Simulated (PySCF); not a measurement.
# Two runs on C3H5F3O

System: C3H5F3O, SMILES COCC(F)(F)F.
Method of run A: GIAO PBE0/pcSseg-1 NMR shielding, non-relativistic, IEF-PCM chloroform (PySCF 2.14.0).

The geometry comes from this level: PBE0-D3(BJ)/def2-SVP. Text and figures count atoms from 1; the logs count them from 0 in places.

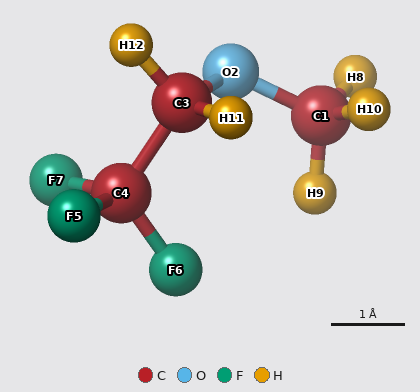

**Figure 1.** The structure as given in the input (ball-and-stick view, seen at a tilt; atoms are numbered from 1 in the order of the input). Bond lengths as drawn: C–C 1.52 Å, C–F 1.33 to 1.34 Å, C–H 1.10 to 1.11 Å and C–O 1.38 to 1.40 Å.

Input file, run A:
```
{"job": {"kind": "nmr", "xc": "PBE0", "basis": "pcSseg-1", "solvent": "chloroform", "pop": false}, "charge": 0, "multiplicity": 1}
C      1.716537    -0.069324    -0.172817
O      0.572283    -0.014794    -0.983726
C     -0.547307     0.556821    -0.405498
C     -1.376302    -0.422306     0.405913
F     -2.458876     0.197554     0.887171
F     -0.697103    -0.915196     1.449424
F     -1.783790    -1.454468    -0.328316
H      2.546698    -0.406578    -0.807937
H      1.607627    -0.771767     0.670420
H      1.969137     0.928693     0.234073
H     -0.301556     1.409790     0.256173
H     -1.199948     0.927437    -1.211208
```

The first line tells a small driver script what to run in PySCF; the rest is the geometry in Å.

Launched with:
```bash
OMP_NUM_THREADS=1 python <driver script> task.json out
```

Hardware: 1 CPU thread, shared host.

Output (run A):
```
coarse grid: 10704 points
cycle   1  E = -491.3154319047  dE =  1.051e+00  |g| = 9.532e-01  |ddm| = 2.870e+00
cycle   2  E = -491.1555488848  dE =  1.599e-01  |g| = 1.409e+00  |ddm| = 1.199e+00
cycle   3  E = -491.4657111046  dE = -3.102e-01  |g| = 5.652e-02  |ddm| = 7.457e-01
cycle   4  E = -491.4660781355  dE = -3.670e-04  |g| = 3.553e-02  |ddm| = 4.626e-02
cycle   5  E = -491.4662963747  dE = -2.182e-04  |g| = 8.296e-03  |ddm| = 2.245e-02
cycle   6  E = -491.4663058162  dE = -9.441e-06  |g| = 2.404e-03  |ddm| = 5.636e-03
final grid: 106504 points
cycle   7  E = -491.5371194403  dE = -3.483e-05  |g| = 1.109e-02  |ddm| = 1.898e-02
cycle   8  E = -491.5370971838  dE =  2.226e-05  |g| = 1.611e-02  |ddm| = 1.426e-02
cycle   9  E = -491.5371404753  dE = -4.329e-05  |g| = 7.295e-04  |ddm| = 8.710e-03
cycle  10  E = -491.5371405869  dE = -1.116e-07  |g| = 1.897e-04  |ddm| = 6.917e-04
cycle  11  E = -491.5371405943  dE = -7.428e-09  |g| = 6.031e-05  |ddm| = 1.605e-04
cycle  12  E = -491.5371405948  dE = -4.820e-10  |g| = 1.561e-05  |ddm| = 3.766e-05
converged SCF energy = -491.5371405948

GIAO shielding tensors (ppm)
atom      isotropic    diamagn.    paramagn.     s11        s22        s33       span
  0 C      123.606     245.574    -121.968     88.170    100.507    182.141     93.971
  1 O      335.563     394.904     -59.341    317.026    324.541    365.123     48.097
  2 C      112.983     247.050    -134.067     88.624     99.506    150.818     62.195
  3 C       53.632     244.057    -190.425     47.215     55.266     58.415     11.200
  4 F      266.411     471.064    -204.653    183.753    271.022    344.460    160.708
  5 F      263.346     475.818    -212.472    186.001    261.992    342.044    156.044
  6 F      269.305     473.040    -203.735    184.037    277.120    346.758    162.721
  7 H       27.515      28.082      -0.566     23.682     24.937     33.927     10.245
  8 H       27.480      29.909      -2.429     22.734     26.962     32.744     10.010
  9 H       28.109      28.996      -0.887     24.645     25.745     33.936      9.291
 10 H       27.891      29.815      -1.924     24.190     28.362     31.120      6.930
 11 H       27.263      28.049      -0.786     22.946     27.276     31.568      8.621
```

The input of run B differs as follows (lines with − go, lines with + come):
```diff
-"solvent": "chloroform"
-"pop": false
+"solvent": "acetone"
+"pop": true
```

Predict how the results change.

The total energy of run B is 1.0 kcal/mol lower: the change of the electrostatic solvation energy at this fixed geometry, without cavity or dispersion terms. The LUMO goes from 1.74 to 1.82 eV. The dipole moment goes from 2.49 to 2.60 D. Of all shieldings, the largest change is that of O2, by +1.5 ppm. The number of SCF iterations is the same.

Output (run B):
```
coarse grid: 10704 points
cycle   1  E = -491.3182571861  dE =  1.049e+00  |g| = 9.498e-01  |ddm| = 2.870e+00
cycle   2  E = -491.1632489158  dE =  1.550e-01  |g| = 1.396e+00  |ddm| = 1.176e+00
cycle   3  E = -491.4673082119  dE = -3.041e-01  |g| = 5.466e-02  |ddm| = 7.281e-01
cycle   4  E = -491.4676610509  dE = -3.528e-04  |g| = 3.352e-02  |ddm| = 4.436e-02
cycle   5  E = -491.4678578415  dE = -1.968e-04  |g| = 8.062e-03  |ddm| = 2.119e-02
cycle   6  E = -491.4678667592  dE = -8.918e-06  |g| = 2.350e-03  |ddm| = 5.310e-03
final grid: 106504 points
cycle   7  E = -491.5386709538  dE = -3.476e-05  |g| = 1.117e-02  |ddm| = 1.900e-02
cycle   8  E = -491.5386488329  dE =  2.212e-05  |g| = 1.615e-02  |ddm| = 1.425e-02
cycle   9  E = -491.5386923214  dE = -4.349e-05  |g| = 7.225e-04  |ddm| = 8.630e-03
cycle  10  E = -491.5386924306  dE = -1.092e-07  |g| = 1.828e-04  |ddm| = 6.726e-04
cycle  11  E = -491.5386924375  dE = -6.966e-09  |g| = 5.780e-05  |ddm| = 1.552e-04
cycle  12  E = -491.5386924380  dE = -4.495e-10  |g| = 1.480e-05  |ddm| = 3.664e-05
converged SCF energy = -491.5386924380

GIAO shielding tensors (ppm)
atom      isotropic    diamagn.    paramagn.     s11        s22        s33       span
  0 C      123.659     245.621    -121.961     88.220    100.319    182.439     94.219
  1 O      337.075     395.215     -58.140    319.180    325.976    366.068     46.888
  2 C      113.164     247.079    -133.915     88.896     99.649    150.948     62.053
  3 C       53.459     244.159    -190.700     46.742     55.455     58.179     11.437
  4 F      266.741     471.094    -204.353    184.039    271.451    344.732    160.693
  5 F      263.672     475.903    -212.231    186.069    262.671    342.277    156.207
  6 F      270.292     473.168    -202.876    184.996    278.317    347.562    162.566
  7 H       27.510      28.077      -0.566     23.668     24.921     33.942     10.274
  8 H       27.481      29.920      -2.440     22.729     26.950     32.763     10.035
  9 H       28.020      28.917      -0.897     24.567     25.634     33.860      9.293
 10 H       27.773      29.689      -1.916     24.054     28.226     31.037      6.983
 11 H       27.216      27.989      -0.773     22.876     27.225     31.548      8.672
```

The two runs side by side:

```csv
quantity,run A,run B
outcome,converged,converged
total energy (hartree),−491.537141,−491.538692
HOMO (eV),−7.94,−7.91
LUMO (eV),1.74,1.82
dipole moment (D),2.49,2.60
shielding of O2 (ppm),335.6,337.1
shielding of C3 (ppm),113.0,113.2
shielding of C4 (ppm),53.6,53.5
shielding of F5 (ppm),266.4,266.7
shielding of F6 (ppm),263.3,263.7
shielding of F7 (ppm),269.3,270.3
shielding of H11 (ppm),27.9,27.8
SCF iterations,12,12
basis functions,144,144
wall time (shared host),14 s,17 s
```
